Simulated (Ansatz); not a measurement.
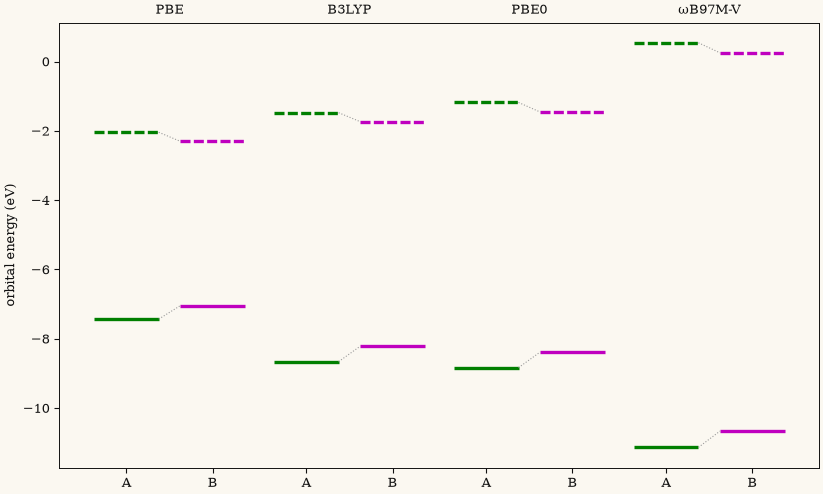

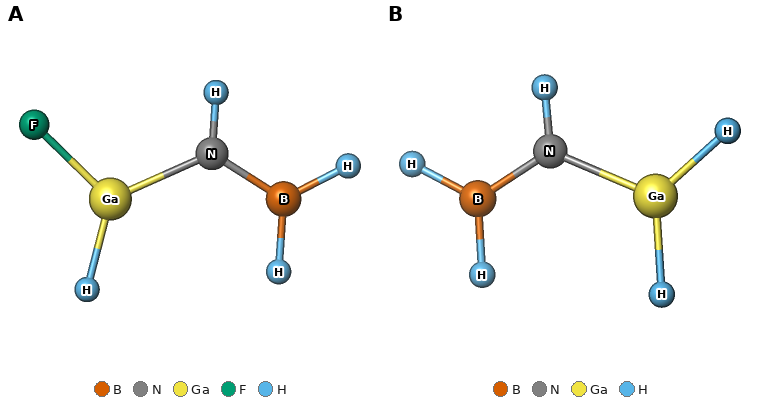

One change: A, GaBNH₄F (SMILES B[NH][GaH][F]), becomes B, GaBNH₅ (SMILES B[NH][GaH2]). F on Ga is replaced by H. HOMO (solid) and LUMO (dashed) computed in def2-TZVPP at PBE0-D4/def2-TZVP geometries, both minima by their frequencies, gas phase, the Ansatz code. Empty levels above zero depend strongly on the basis.

> What does the change do to HOMO and LUMO?

PBE: the HOMO rises by 0.39 eV, the LUMO falls by 0.26 eV, and the separation goes from 5.39 to 4.74 eV. B3LYP: the HOMO rises by 0.45 eV, the LUMO falls by 0.26 eV, and the separation goes from 7.18 to 6.48 eV. PBE0: the HOMO rises by 0.45 eV, the LUMO falls by 0.28 eV, and the separation goes from 7.65 to 6.93 eV. ωB97M-V: the HOMO rises by 0.47 eV, the LUMO falls by 0.29 eV, and the separation goes from 11.67 to 10.91 eV.

> Do the functionals agree on the effect?

They agree on the direction for both levels; the HOMO shift lies between 0.39 and 0.47 eV and the LUMO shift between −0.29 and −0.26 eV, while the separations themselves differ by up to 6.3 eV between functionals.

Caveats: one conformer of each flexible molecule.
